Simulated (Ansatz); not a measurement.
# Response to strain in CeO2

Start from CeO2 in the fluorite structure (space group Fm-3m, No. 225; a = 5.4645 Å).

Strains are applied to the cell and any free atomic positions relax.

The values are results of PBE/PAW in Ansatz (a program for electronic structure), without spin-orbit coupling, earlier PAW set, not measurements.

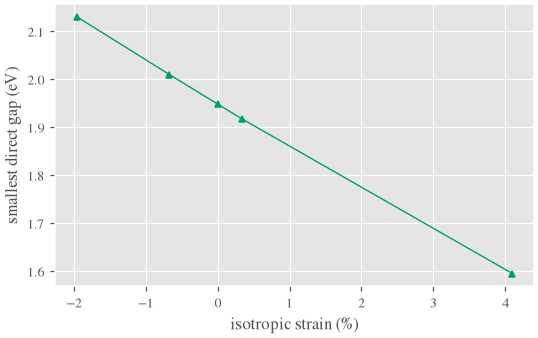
Figure. Smallest direct gap against isotropic strain

```tsv
isotropic strain (%)	smallest direct gap
-1.96	2.13 eV
-0.67	2.01 eV
0.34	1.92 eV
4.1	1.60 eV
```

No phonon test of stability was made. Starting moments died away, wholly or in part, for the base; another magnetic solution may exist. The final runs are not spin-polarised.
